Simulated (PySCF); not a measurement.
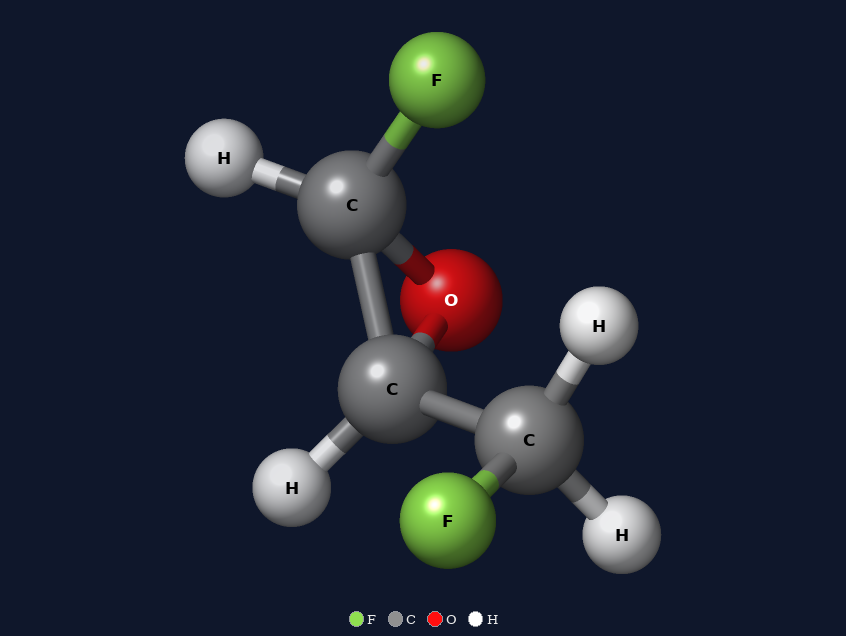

Rendered structure (ball-and-stick style).

Computed geometry: GFN2-xTB optimisation. No frequency run is at hand to confirm it as a minimum.

Question: Count the atoms of each element.

Answer: C3H4F2O, 10 atoms: 3 carbon, 4 hydrogen, 2 fluorine and 1 oxygen.

Question: How many atoms are distinct by symmetry?

Answer: 10: 1 F, 1 C, 1 C, 1 O, 1 C, 1 F, 1 H, 1 H, 1 H, 1 H.

Question: Name some functional groups or characteristic bonds that it holds.

Answer: Among them: ether, C–F bond.

The parts below concern this one geometry. Atoms keep their numbers from picture to picture.

Shape

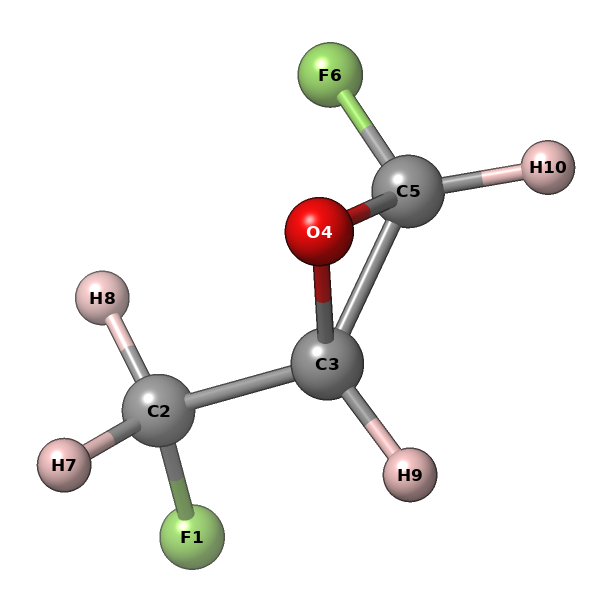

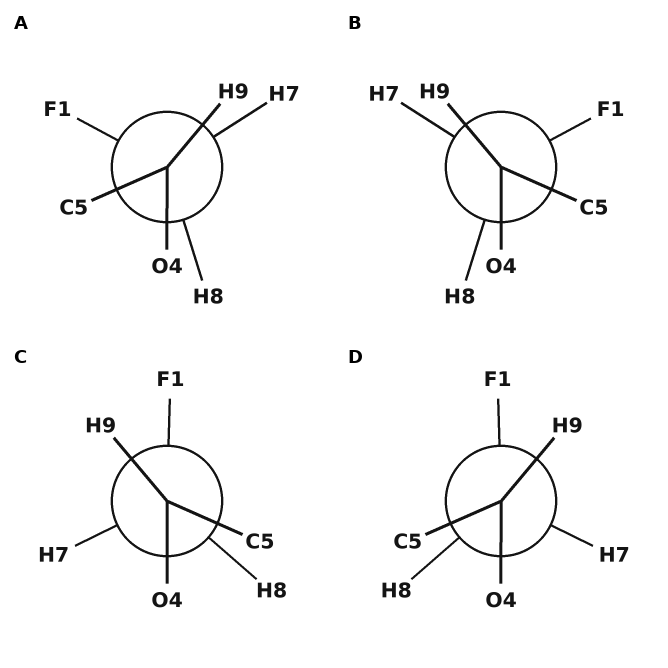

Depth is shown by fading: the farther an atom, the more it takes the colour of the background. Bonds that would overlap in a projection are set slightly apart. No frequency run is at hand to confirm it as a minimum.

Question: Which Newman projection shows the view along C3–C2, with C3 in front?

Answer: D. The torsion angle O4–C3–C2–F1 is 178°, antiperiplanar (anti).

Charges

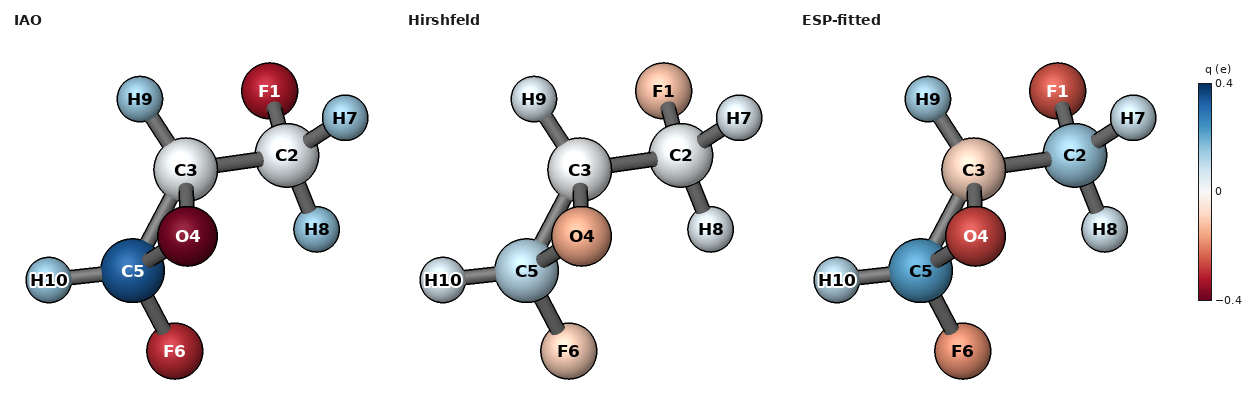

Atomic charges of one calculation by 3 schemes, on one colour scale. No frequency run is at hand to confirm it as a minimum. Method: PBE0/pcSseg-1 (PySCF 2.14.0).

Question: Which scheme gives the most polar picture (largest mean size of the charges)?

Answer: The IAO charges are the largest in size here, and the Hirshfeld charges the smallest.

Question: On which atom do the schemes disagree most?

Answer: On O4 (from −0.38 to −0.15 e); C5 (from 0.11 to 0.33 e).

List the charges (e), one line for each set of equivalent atoms.

```
atom    IAO  Hirshfeld  ESP-fitted
  F1  −0.32      −0.12       −0.25
  C2   0.03       0.02        0.15
  C3   0.02       0.01       −0.09
  O4  −0.38      −0.15       −0.27
  C5   0.33       0.11        0.22
  F6  −0.30      −0.10       −0.18
  H7   0.15       0.05        0.09
  H8   0.16       0.05        0.08
  H9   0.15       0.05        0.14
 H10   0.16       0.07        0.11
```

NMR shielding

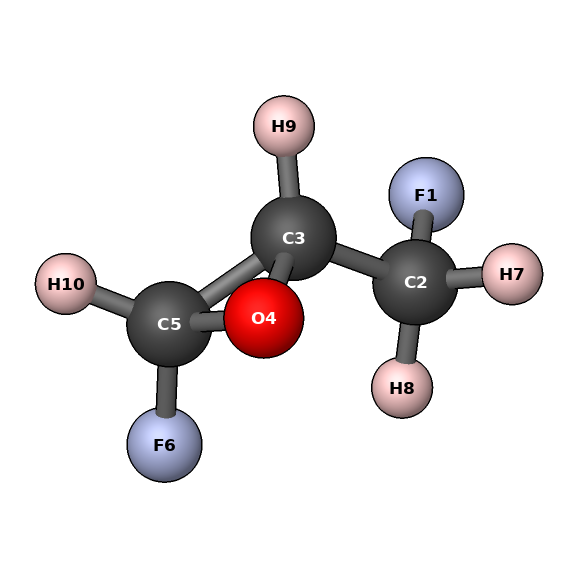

No frequency run is at hand to confirm it as a minimum. Properties computed with GIAO PBE0/pcSseg-1 NMR shielding, non-relativistic, gas phase (PySCF 2.14.0). Principal shieldings σ11 ≤ σ22 ≤ σ33, span Ω = σ33 − σ11, skew κ = 3(σiso − σ22)/Ω.

Give the shielding tensors of the O atoms.

| atom | σ11 | σ22 | σ33 | σiso | Ω | κ |
| --- | --- | --- | --- | --- | --- | --- |
| O4 | 121.5 | 299.2 | 399.6 | 273.4 | 278.1 | −0.28 |

Shieldings and span in ppm.

Electronic properties

No frequency run is at hand to confirm it as a minimum. Properties computed with PBE0/def2-SVPD, gas phase (PySCF 2.14.0). Excitations: vertical, linear response.

Predict the main results.

- dipole moment: 1.15 D
- HOMO energy (Kohn–Sham orbital): −8.92 eV
- LUMO energy (Kohn–Sham orbital): 0.79 eV
- HOMO–LUMO gap: 9.71 eV
- mean static polarisability: 40.3 bohr³
- lowest vertical singlet excitation: 8.36 eV
- its oscillator strength: 0.014
- brightest of the 6 lowest singlets: 8.99 eV
- its oscillator strength: 0.04
